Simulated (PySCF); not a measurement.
## A study: C4F6, SMILES `FC(F)=C(F)C(F)=C(F)F`

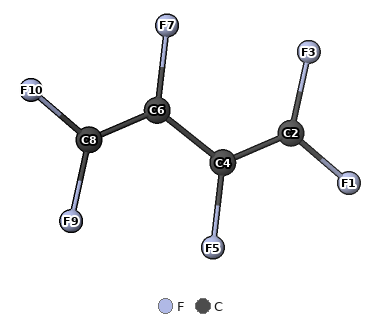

The molecule, with its atoms numbered as below. No frequency check shows the geometry to be a minimum.

Coordinates in Å:

```
F1      -2.9255    0.7182    0.0000
C2      -1.8611   -0.0564    0.0000
F3      -2.1948   -1.3280    0.0000
C4      -0.6023    0.4062    0.0000
F5      -0.4156    1.7336    0.0000
C6       0.6023   -0.4062    0.0000
F7       0.4156   -1.7336    0.0000
C8       1.8611    0.0564    0.0000
F9       2.1948    1.3280    0.0000
F10      2.9255   -0.7182    0.0000
```

Part 1: Bonding charge

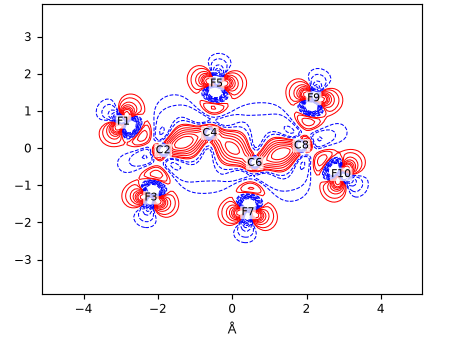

Deformation density (molecule less spherical, spin-averaged free atoms) in the molecular plane; contours at ±0.05 to ±0.8 e/Å³; solid red lines: gain, dashed blue lines: loss.

Level of theory: PBE0/aug-cc-pVDZ (PySCF), at a geometry from GFN2-xTB.

Question: Describe the bonding that the map shows.

Answer: C2–C4 and C6–C8: +0.69 e/Å³ at the bond critical point (bond length 1.34 Å). C4–C6: +0.57 e/Å³ at the bond critical point (bond length 1.45 Å). C2–F3 and C8–F9: +0.05 e/Å³ at the bond critical point (bond length 1.31 Å); up to 0.6 Å beside the axis the gain reaches +0.27 e/Å³. F1–C2 and C8–F10: +0.04 e/Å³ at the bond critical point (bond length 1.32 Å); up to 0.6 Å beside the axis the gain reaches +0.27 e/Å³. C4–F5 and C6–F7: −0.04 e/Å³ at the bond critical point (bond length 1.34 Å); up to 0.6 Å beside the axis the gain reaches +0.21 e/Å³. In all, 2.5 electrons gather in the regions of gain relative to the promolecule. A small or negative value marks a very polar bond, one between electron-rich atoms, whose free-atom densities already overlap strongly, a long bond to a heavier atom, or a closed-shell contact such as a hydrogen bond.

Question: Where do the Hirshfeld charges lie?

Answer: The highest Hirshfeld charge is on C2 and C8 (+0.15 e), the lowest on F5 and F7 (−0.07 e).

```csv
atom,charge (e)
F1,−0.06
C2,+0.15
F3,−0.05
C4,+0.02
F5,−0.07
C6,+0.02
F7,−0.07
C8,+0.15
F9,−0.05
F10,−0.06
```

Part 2: Local ionisation energy

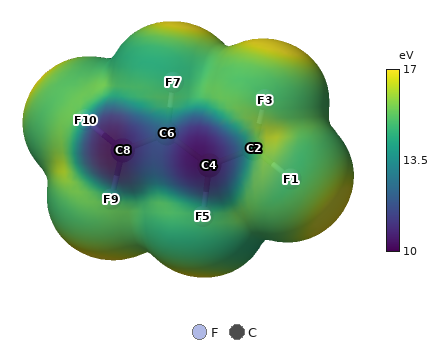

Average local ionisation energy on the surface of electron density 0.001 a.u.

Question: Locate the minima of the map.

Answer: The lowest value is 10.2 eV, off the C2–C4 bond (2.1 to 2.2 Å from its atoms), and at like points elsewhere. Further minima include 14.5 eV, 1.7 Å from F7; 14.9 eV, 1.7 Å from F9. For comparison, the highest occupied orbital lies at −7.1 eV.

Question: What volume does the surface enclose, and what is the dipole moment?

Answer: About 123 Å³; the dipole moment is 0.0 D.

Part 3: Excited states

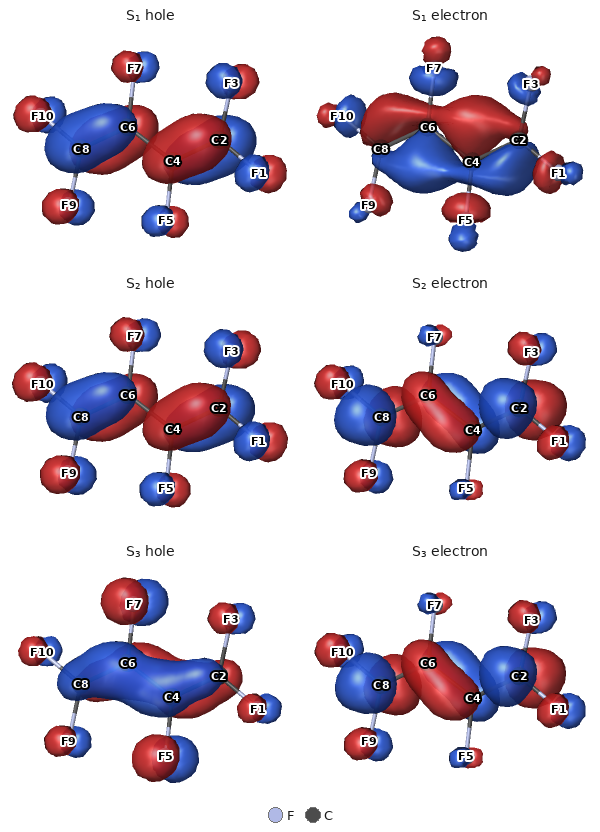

Leading natural transition orbitals (TDA singlet states).

PySCF calculation, PBE0/def2-SVP, gas phase; geometry: GFN2-xTB. Without diffuse functions Rydberg states are missing, so the states' numbers hold for this basis only.

Question: Describe these excited states.

Answer: By state:
- S₁: 5.76 eV (215 nm), f = 0.004; the leading pair carries 99 %; hole on C2 and C8 (20 % each), C4 and C6 (15 % each) and F1, F3, F9 and F10 (6 % each), electron on C4 and C6 (19 % each), C2 and C8 (12 % each) and F5 and F7 (11 % each); their centroids lie 0.0 Å apart.
- S₂: 6.65 eV (187 nm), f = 1.127 (bright); the leading pair carries 94 %; hole on C2 and C8 (18 % each), C4 and C6 (14 % each) and F1, F3, F9 and F10 (7 % each), electron on C2 and C8 (23 % each), C4 and C6 (14 % each) and F1, F3, F9 and F10 (5 % each); their centroids lie 0.0 Å apart.
- S₃: 7.11 eV (174 nm), f = 0.000 (dark); the leading pair carries 76 %; hole on C4 and C6 (19 % each), F5 and F7 (12 % each) and C2 and C8 (11 % each), electron on C2 and C8 (22 % each) and C4 and C6 (17 % each) (shares are of the whole state, not of the leading pair alone); their centroids lie 0.0 Å apart.

Part 4: Removing or adding an electron

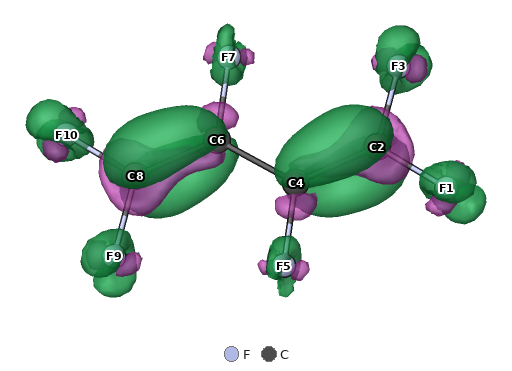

Fukui function f⁻ = ρ(N) − ρ(N−1) at fixed geometry, surfaces at ±0.04 e/Å³ (green positive, purple negative).

PySCF calculation, B3LYP/6-31+G*, gas phase; geometry: GFN2-xTB.

Question: Which atoms respond most to the removal of an electron?

Answer: f⁻ (Hirshfeld-condensed) is largest on C2 and C8 (0.14 each), F1 and F10 (0.10 each) and C4 and C6 (0.10 each); the vertical ionisation energy is 9.28 eV (the stability of the cation's solution wasn't checked). Condensed values hint at sites of electrophilic attack but needn't mark the atom that reacts. Shares this close don't rank the sites. Orbital relaxation makes it negative in places (0.16 e in all).

Part 5: Localised orbitals

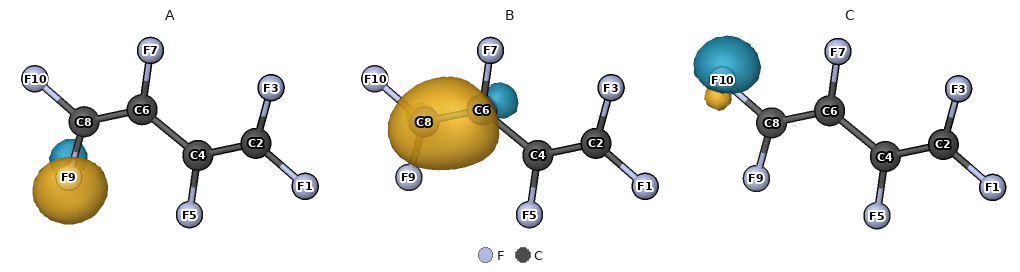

Localised orbitals, occupied; each surface holds about 80 % of the orbital's density. Energies are diagonal elements of the Fock matrix.

Method: PBE0/6-31G*; geometry: GFN2-xTB; program: PySCF.

Question: Name the orbitals, with their atomic make-up and energies.

Answer: By panel:
- A: lone pair on F9 (sp2.7-type) (F9 96 %; −18.3 eV)
- B: bent (banana) bond C6–C8 (C6 50 %, C8 47 %; −14.8 eV)
- C: lone pair on F10 (sp2.3-type) (F10 98 %; −18.5 eV)

Question: Which localisation scheme gives orbitals like these: Pipek–Mezey, IBO or Foster–Boys?

Answer: Foster–Boys: it mixes σ and π into equivalent bent bonds, while the other two keep them apart.

Question: Which has the smallest and which the largest spatial spread?

Answer: Smallest: C (0.61 Å); largest: B (0.93 Å).

Question: How do all the valence pairs divide up?

Answer: 29 pairs: 18 lone pairs, 7 σ bonds and 4 bent bonds.

Part 6: The π system

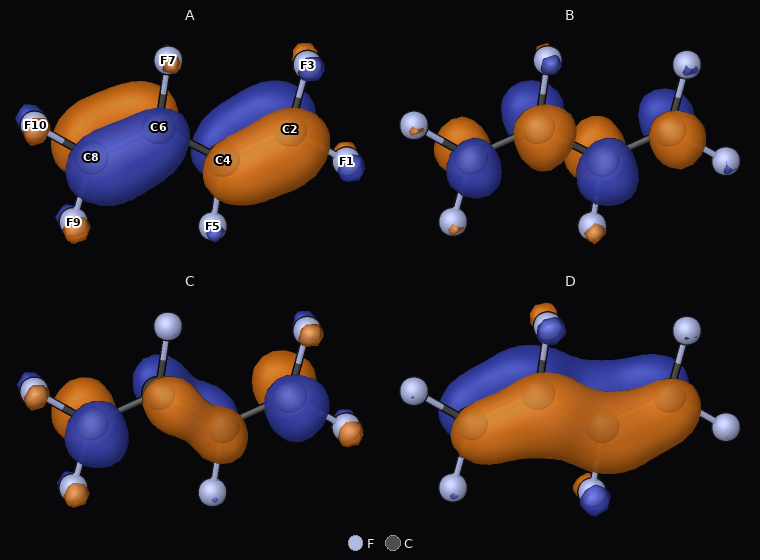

Natural orbitals of the π active space, CASSCF(4,4), singlet state, in random order.

Computed with PySCF, 6-31G* basis, geometry: GFN2-xTB.

Question: Which orbitals are strongly, which singly and which weakly occupied?

Answer: Strongly: D (1.94), A (1.89). Weakly: C (0.11), B (0.06). Broadly, orbitals with more nodes between bonded atoms hold fewer electrons.

Question: How multiconfigurational is the state?

Answer: The leading determinant weighs 0.92; the effective number of unpaired electrons, Σ n²(2−n)², is 0.12; the most occupied of the weakly occupied orbitals holds 0.11 e, as in an ordinary closed-shell π system. The active space lowers the energy by 1.58 eV against Hartree–Fock.

Question: Where does the lowest triplet lie relative to the singlet, at this geometry and within this active space?

Answer: 3.58 eV above it by strongly contracted NEVPT2 (+3.74 eV by CASSCF); a small basis tends to put such gaps a few tenths of an eV too high. This is a vertical energy for π states alone; a state that uses lone pairs or σ orbitals may lie lower.

The PySCF runs shown took 34 s, 3.6 min, 2.4 min, 22 s and 93 s on 1 thread of Intel(R) Xeon(R) Platinum 8375C CPU @ 2.90GHz (Ice Lake) (shared host).
